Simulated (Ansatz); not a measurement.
Input

```
crystal:
  lattice:
    - [-2.1152493068, 2.1152493068, 15.1574089784]
    - [2.1152493068, -2.1152493068, 15.1574089784]
    - [2.1152493068, 2.1152493068, -15.1574089784]
  atoms:
    - { symbol: Zn, position: [0.9017192625, 0.9017192625, 0.0] }
    - { symbol: Zn, position: [0.0982807375, 0.0982807375, 0.0] }
    - { symbol: Cd, position: [0.5, 0.5, 0.0] }
    - { symbol: Cd, position: [0.6965749612, 0.6965749612, 0.0] }
    - { symbol: Cd, position: [0.3034250388, 0.3034250388, 0.0] }
    - { symbol: Se, position: [0.5536716658, 0.0536716658, 0.5] }
    - { symbol: Se, position: [0.1428897738, 0.6428897738, 0.5] }
    - { symbol: Se, position: [0.75, 0.25, 0.5] }
    - { symbol: Se, position: [0.3571102262, 0.8571102262, 0.5] }
    - { symbol: Se, position: [0.9463283342, 0.4463283342, 0.5] }
basis:
  ecutwfc: 500
kpoints:
  mp_grid: { grid: [10, 10, 10] }
  band_path:
    path:
      - [[0.0, 0.0, 0.0], [0.0, 0.0, 0.5], [0.25, 0.25, 0.25], [0.0, 0.5, 0.0], [0.0, 0.0, 0.0], [0.5, 0.5, -0.5], [0.2548687, 0.7451313, -0.2548687]]
      - [[-0.2548687, 0.2548687, 0.2548687], [0.0, 0.0, 0.0]]
      - [[0.0, 0.0, 0.5], [-0.0097374, 0.0097374, 0.5]]
      - [[0.5, 0.5, -0.0097374], [0.5, 0.5, -0.5]]
    npoints: 14
hamiltonian:
  xc: r2scan
scf:
  occupations: { method: gaussian, width: 0.02 }
  n_extra_bands: 25
output:
  forces: true
  stress: true
  eigenvalues: true
  populations: true
  dos: { projected: true, de: 0.02, nscf_kmesh: { grid: [15, 15, 15] } }
  bader: true
  write_density: true
  write_potential: true
  elf: true
  volumetric_format: npy
```

Run with:

```sh
ansatz run input.yaml --threads 4 --pin off --max-ram 8192MiB --backend cpu --events-out ev --progress --plain --runs-dir out
```

Below, planes, directions and counts refer to the conventional cell (a = 4.23 Å, b = 4.23 Å, c = 30.31 Å, α = 90.00°, β = 90.00°, γ = 90.00°).

Space group I-4m2; a structure generated by program, which may or may not match a known phase.

Method: Ansatz, DFT r2SCAN, scalar-relativistic, plane waves, PAW.

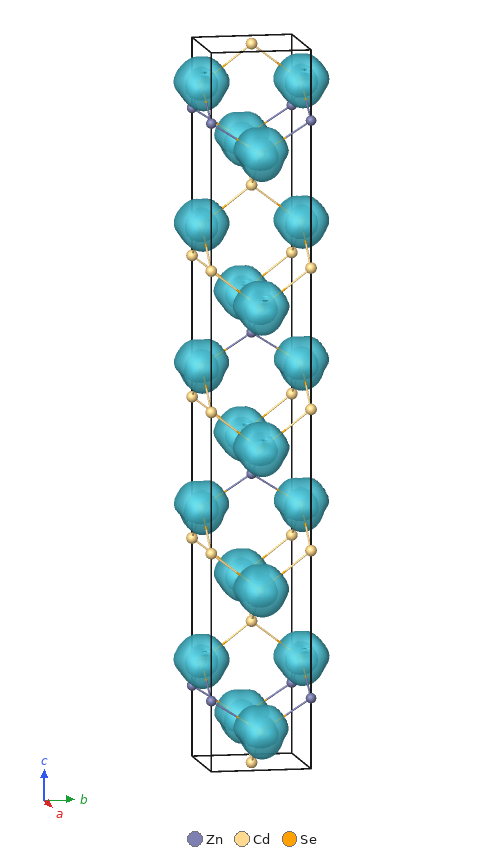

Zn₂Cd₃Se₅. Isosurface of the ELF at 0.75 (cyan), seen slightly off an axis. Only the valence region is drawn (cores and ρ < 0.01 e/Å³ removed). Sticks mark near contacts.

Q: Identify the bonds, lone pairs and shells in this picture.

A: The surface consists of ten regions wrapped around Se (the valence shell of each), counted in one cell of 20 atoms. Regions shared between cells count once.

Values along the shortest contacts:
Zn–Se (2.51 Å): the ELF is about 0.60 at the midpoint. Cd–Se (2.66 Å): the ELF is about 0.40 at the midpoint and 0.15 at its lowest between the atoms.

Q: How much charge does the calculation move between the atoms?

A: Electrons move from Zn and Cd towards Se. Bader charges: Zn +0.85, Cd +0.82 and Se −0.83 e.
